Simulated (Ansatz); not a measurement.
# One shape, several levels: SnH2 (SMILES [H][Sn][H])

Aim: a comparison of 6 runs (HF/STO-3G, UPBE0/STO-3G, wB97M-V/STO-3G, CCSDT(Q)/STO-3G, CCSDT/STO-3G, CCSDTQ/STO-3G) of SnH2. 

Program for the calculation: Ansatz 0.2.0.

32 further runs of the same task are left out: 2 that didn't finish, 30 set aside as unsound or not needed.

## Step 1: The structure to begin with

SnH2: 3 atoms, total charge 0, spin state singlet. As SMILES, `[H][Sn][H]`. The H2–Sn1 distance was set to 3.600 Å, away from the relaxed value. At this shape a bond of the SMILES string is far longer than usual.

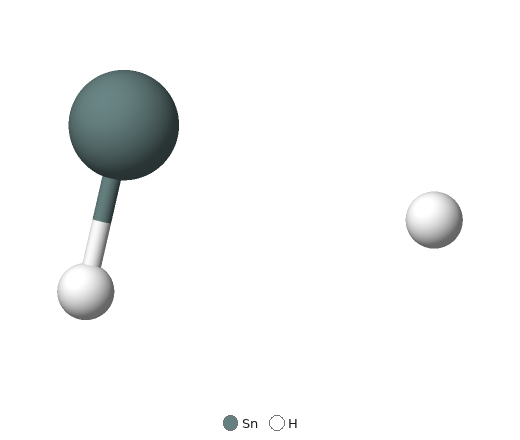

Viewed from a chosen angle; tin teal, hydrogen white.

## Step 2: A single-point energy at HF/STO-3G (run 1)

Contents of run.yaml:

```yaml
crystal:
  periodic: [false, false, false]
  atoms:
    - {symbol: Sn, position_ang: [-1.226136, 0.000050, -2.182925]}
    - {symbol: H, position_ang: [1.236480, -0.017770, 0.442810]}
    - {symbol: H, position_ang: [-2.472936, 0.035540, -0.885595]}
basis:
  gaussian: {orbitals: STO-3G}
hamiltonian: {xc: hf}
accuracy: high
```

Run with:

```sh
$ ansatz run run.yaml --threads 1 --pin off --max-ram 2610MiB --events-out events.jsonl --progress --plain --runs-dir runs
```

Output:

```text
Warning: RAYON_NUM_THREADS=1 ignored (pool sized by the plan → 1); use --threads N
Functional definition: HF
  name "HF"
  exchange = exact_x
  correlation = 0
490 factors; integrals over basis functions are off by at most 5.0e-9 eV
mean field evaluation 1: about -162287.8614 eV, gradient 8.9e0 eV
mean field evaluation 2: about -162287.8716 eV, gradient 8.9e0 eV
mean field evaluation 4: about -162288.0845 eV, gradient 7.0e0 eV
mean field evaluation 8: about -162288.2788 eV, gradient 6.3e0 eV
mean field evaluation 16: about -162291.3752 eV, gradient 1.1e-7 eV
mean field -162291.37522877 eV, -5964.0980346122 hartree, gradient 1.0e-8 eV, S^2 0.000000; 0 other end points of the search recorded, 0 dependent functions left out
reference -162291.37522877 eV, -5964.0980346122 hartree; 26, 26 occupied and 3, 3 virtual orbitals, 490 factors
Total energy: -162291.37522877 eV, -5964.0980346122 hartree
```

Run time: 0.42 s. Hardware: 1 thread of Arm Neoverse V1, shared host.

## Step 3: The energy at UPBE0/STO-3G (run 2)

Contents of job.yaml:

```yaml
crystal:
  periodic: [false, false, false]
  atoms:
    - {symbol: Sn, position_ang: [-1.226136, 0.000050, -2.182925]}
    - {symbol: H, position_ang: [1.236480, -0.017770, 0.442810]}
    - {symbol: H, position_ang: [-2.472936, 0.035540, -0.885595]}
basis:
  gaussian: {orbitals: STO-3G}
magnetization: {spin_polarized: true, initial_magnetization: 0}
hamiltonian: {xc: {name: PBE0}}
total_charge: 0
accuracy: high
```

Run with:

```sh
$ ansatz run job.yaml --threads 1 --pin off --max-ram 2610MiB --events-out events.jsonl --progress --plain --runs-dir runs
```

Output:

```text
Warning: RAYON_NUM_THREADS=1 ignored (pool sized by the plan → 1); use --threads N
Functional definition: PBE0
  name "PBE0"
  parameter a = 0.25
  parameter kappa = 0.804
  parameter beta = 0.06672455060314922
  exchange = (1 - a)*pbe_x(kappa = kappa, mu = beta*pi^2/3) + a*exact_x
  correlation = pbe_c(beta = beta)
490 factors; integrals over basis functions are off by at most 5.0e-9 eV
mean field evaluation 1: about -162335.3326 eV, gradient 8.3e0 eV
mean field evaluation 2: about -162326.9129 eV, gradient 1.0e1 eV
mean field evaluation 4: about -162340.4876 eV, gradient 7.0e0 eV
mean field evaluation 8: about -162341.2819 eV, gradient 2.1e0 eV
mean field evaluation 16: about -162342.9203 eV, gradient 1.2e-1 eV
mean field evaluation 32: about -162342.9213 eV, gradient 1.4e-4 eV
mean field evaluation 64: about -162341.8765 eV, gradient 3.8e0 eV
mean field -162342.92129568 eV, -5965.9923176318 hartree, gradient 1.3e-8 eV, S^2 0.972672; 4 other end points of the search recorded, 0 dependent functions left out
reference -162342.92129717 eV, -5965.9923176867 hartree; 26, 26 occupied and 3, 3 virtual orbitals, 490 factors
Total energy: -162342.92129717 eV, -5965.9923176867 hartree
```

It took 6 s on 1 thread of Arm Neoverse V1, shared host; peak memory 0.14 GiB.

Runs 3 to 5 aren't shown in full; the table further down has their settings and results.

## Step 4: The energy at CCSDTQ/STO-3G (run 6)

Contents of molecule.yaml:

```yaml
crystal:
  periodic: [false, false, false]
  atoms:
    - symbol: Sn
      position_ang: [-1.226136, 0.000050, -2.182925]
    - symbol: H
      position_ang: [1.236480, -0.017770, 0.442810]
    - symbol: H
      position_ang: [-2.472936, 0.035540, -0.885595]
basis:
  gaussian:
    orbitals: STO-3G
correlation:
  method: ccsdtq
  frozen_orbitals: {H: 0, Sn: 18}
accuracy: high
scf:
  omitted_lower_state_checks: [cluster_reference, increment]
```

Run with:

```sh
$ ansatz run molecule.yaml --threads 1 --pin off --max-ram 2610MiB --events-out events.jsonl --progress --plain --runs-dir runs
```

Output:

```text
Warning: RAYON_NUM_THREADS=1 ignored (pool sized by the plan → 1); use --threads N
Functional definition: HF
  name "HF"
  exchange = exact_x
  correlation = 0
these checks for a lower state are left out or cut short: cluster_reference, increment
490 factors; integrals over basis functions are off by at most 5.0e-9 eV
mean field evaluation 1: about -162287.8614 eV, gradient 8.9e0 eV
mean field evaluation 2: about -162287.8716 eV, gradient 8.9e0 eV
mean field evaluation 4: about -162288.0845 eV, gradient 7.0e0 eV
mean field evaluation 8: about -162288.2788 eV, gradient 6.3e0 eV
mean field evaluation 16: about -162291.3752 eV, gradient 1.1e-7 eV
mean field evaluation 32: about -162289.3266 eV, gradient 4.9e-1 eV
mean field evaluation 64: about -162286.5767 eV, gradient 7.1e0 eV
mean field -162291.37522877 eV, -5964.0980346122 hartree, gradient 1.0e-8 eV, S^2 0.000000; 6 other end points of the search recorded, 0 dependent functions left out; unrestricted orbitals would lower it
18 core orbitals not correlated: weight in the atoms' cores, before any rotation towards them, 1.000 or more for the frozen orbitals, at most 0.000 for the correlated occupied ones
reference -162291.37522877 eV, -5964.0980346122 hartree; 8, 8 occupied and 3, 3 virtual orbitals, 490 factors
second order -3.08559477 eV of doubles, -0.00000000 eV of singles
cycle   1  -2.22639397 eV  change   -9.4e-1 eV  update   1.5e-1
cycle   2  -2.93249483 eV  change   -7.1e-1 eV  update   1.4e-1
cycle   3  -3.47099523 eV  change   -5.4e-1 eV  update   1.2e-1
cycle   4  -3.88518660 eV  change   -4.1e-1 eV  update   9.6e-2
cycle   5  -4.20297618 eV  change   -3.2e-1 eV  update   7.6e-2
cycle   6  -4.44438119 eV  change   -2.4e-1 eV  update   5.9e-2
cycle   7  -5.17954014 eV  change   -7.4e-1 eV  update   4.5e-2
cycle   8  -5.00473398 eV  change    1.7e-1 eV  update   7.7e-3
cycle   9  -5.06213213 eV  change   -5.7e-2 eV  update   1.0e-2
cycle  10  -5.14244598 eV  change   -8.0e-2 eV  update   5.6e-3
cycle  11  -5.12154966 eV  change    2.1e-2 eV  update   3.1e-3
cycle  12  -5.11028620 eV  change    1.1e-2 eV  update   6.9e-4
cycle  13  -5.11334467 eV  change   -3.1e-3 eV  update   6.5e-4
cycle  14  -5.11497850 eV  change   -1.6e-3 eV  update   4.6e-4
cycle  15  -5.11754183 eV  change   -2.6e-3 eV  update   1.6e-4
cycle  16  -5.11597636 eV  change    1.6e-3 eV  update   1.2e-4
cycle  17  -5.11639980 eV  change   -4.2e-4 eV  update   5.7e-5
cycle  18  -5.11636489 eV  change    3.5e-5 eV  update   1.5e-5
cycle  19  -5.11636922 eV  change   -4.3e-6 eV  update   4.9e-6
cycle  20  -5.11637038 eV  change   -1.2e-6 eV  update   2.8e-6
cycle  21  -5.11638352 eV  change   -1.3e-5 eV  update   1.1e-6
cycle  22  -5.11637932 eV  change    4.2e-6 eV  update   5.8e-7
cycle  23  -5.11638126 eV  change   -1.9e-6 eV  update   3.6e-7
cycle  24  -5.11638005 eV  change    1.2e-6 eV  update   1.7e-7
cycle  25  -5.11638089 eV  change   -8.5e-7 eV  update   1.6e-7
cycle  26  -5.11637966 eV  change    1.2e-6 eV  update   2.8e-7
cycle  27  -5.11637698 eV  change    2.7e-6 eV  update   2.0e-7
cycle  28  -5.11637687 eV  change    1.1e-7 eV  update   2.4e-8
cycle  29  -5.11637680 eV  change    6.4e-8 eV  update   1.3e-8
cycle  30  -5.11637691 eV  change   -1.0e-7 eV  update   1.1e-8
cycle  31  -5.11637694 eV  change   -3.8e-8 eV  update   4.0e-9
cycle  32  -5.11637694 eV  change    7.7e-9 eV  update   1.7e-9
cycle  33  -5.11637694 eV  change   -1.5e-9 eV  update   1.1e-9
cycle  34  -5.11637694 eV  change   -4.0e-9 eV  update  7.5e-10
cycle  35  -5.11637694 eV  change   1.1e-10 eV  update  5.7e-10
WARN: these amplitudes may be one of several solutions (largest doubles amplitude 0.86, level shift 9.87 eV)
Total energy: -162296.49160571 eV, -5964.2860579969 hartree
Checks for a lower state left out: cluster_reference, increment
```

Wall time 10 s (1 thread of Arm Neoverse V1, shared host); peak memory 0.37 GiB.

## Step 5: The series

| run | level | frozen core orbitals | energy (Eh) | wall time |
| --- | --- | --- | --- | --- |
| 1 | HF/STO-3G | – | -5964.098035 | 0.42 s |
| 2 | UPBE0/STO-3G | – | -5965.992318 | 6 s |
| 3 | wB97M-V/STO-3G | – | -5966.300871 | 13 s |
| 4 | CCSDT(Q)/STO-3G | 18 | -5964.285776 | 1.3 s |
| 5 | CCSDT/STO-3G | 18 | -5964.286164 | 1.1 s |
| 6 | CCSDTQ/STO-3G | 18 | -5964.286058 | 10 s |

## Step 6: Summary of results

```
                                           quantity           value
                                run 6: total energy  -5964.28606 Eh
run 6: correlation energy (18 core orbitals frozen)      -188.0 mEh
                               run 6: T1 diagnostic           0.063
```

In words: Below the HF energy at the same shape and in the same basis (STO-3G): CCSDT(Q) -187.7 mEh; CCSDT -188.1 mEh; CCSDTQ -188.0 mEh. Totals of different functionals can't be ranked against each other. In runs 4, 5, 6 the log says that unrestricted orbitals would lower the reference, so the values rest on an unstable closed-shell determinant (other closed-shell runs at this shape may share the fault). In runs 1, 2, 3, 4, 5, 6 the basis is minimal, so the values are rough. In runs 1, 3 a closed-shell determinant meets a far-stretched bond, which it describes badly. In runs 1, 2, 3, 4, 5, 6 relativity is left out where basis or elements ask for it. Spin contamination of the reference: run 2 ⟨S²⟩ = 0.97. Where it is this large, the reference is a mixture of spin states, and values that rest on it are in doubt. All runs together took 32 s, the longest 13 s.
